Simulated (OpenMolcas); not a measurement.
**How basis sets differ on BNH3ClO (SMILES NB(O)Cl)**

BNH3ClO: 7 atoms, total charge 0, spin state singlet. As SMILES, `NB(O)Cl`. Geometry: relaxed at PBE0-D4/def2-TZVP. This is one conformer, not always the lowest.

```xyz
7

N    -0.5201    0.9762   -0.0144
B     0.0609   -0.2881   -0.0833
O     1.0970   -0.6226    0.7324
Cl   -0.5700   -1.4771   -1.2604
H    -1.2842    1.2573   -0.5991
H    -0.1943    1.6717    0.6334
H     1.4108   -1.5174    0.5915
```

Each level gives the dipole moment (D). The values are calculated.

| level | kind | program | value (D) |
| --- | --- | --- | --- |
| HF/ANO-R0 (sfX2C) | Hartree–Fock | OpenMolcas | 1.08 |
| HF/ANO-RCC-MB (DKH2) | Hartree–Fock | OpenMolcas | 1.45 |
| HF/STO-3G | Hartree–Fock | OpenMolcas | 1.88 |
| HF/3-21G | Hartree–Fock | OpenMolcas | 1.65 |
| HF/def2-SVPD | Hartree–Fock | OpenMolcas | 1.11 |

The values span 1.08 to 1.88 D. Magnitudes only. Sets without polarisation functions give poor dipoles.

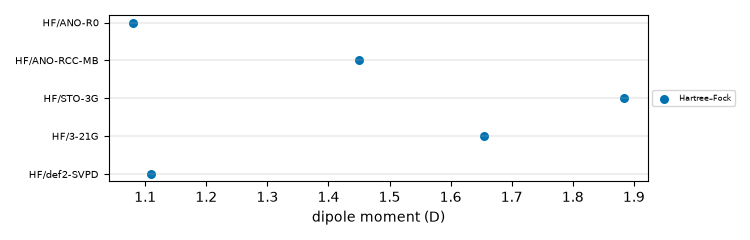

The values of the table, level by level.
